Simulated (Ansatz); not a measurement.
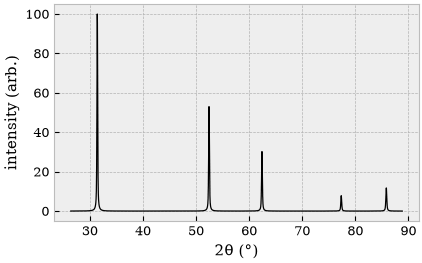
Simulated powder pattern, Cu Kα1, λ = 1.54056 Å

The pattern belongs to a structure relaxed with the program Ansatz at the r²SCAN level (PAW).

### Question
Which compound is it?
A) Be, diamond
B) Ge, diamond
C) Pt, diamond
D) Re, diamond

### Answer
A, Be, diamond

Space group Fd-3m (diamond). The start of the workflow was typed in or built on a structure type; neither database checked (COD, Materials Project) lists it. It is not the phase usual at ambient conditions (space group No. 194). Symmetry was held in the r²SCAN relaxation. At this level the phase is mechanically unstable. The volume moved by 16 % from the start of the relaxation.

Potentials: the earlier of the program's two PAW sets.
